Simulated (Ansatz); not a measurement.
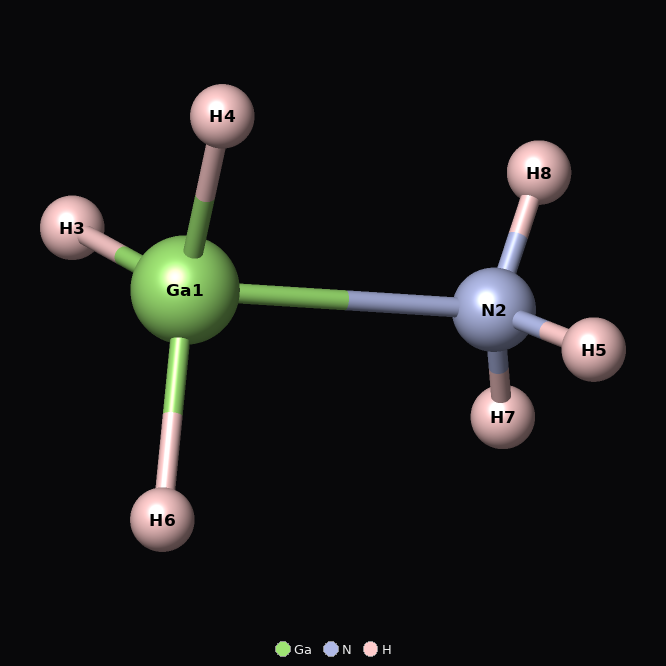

Sticks follow a distance rule. Harmonic vibrations computed with RKS PBE0-D4/def2-TZVP (Ansatz 0.2.0) at a stationary point of the same level.

**Minimum or transition state?**

A minimum: no imaginary frequency, and the lowest mode lies at 116 cm⁻¹.

**List the wavenumbers.**

18 modes: 116, 332, 376, 376, 675, 676, 747, 751, 751, 1202, 1656, 1656, 1907, 1907, 1924, 3501, 3624, 3624 cm⁻¹.
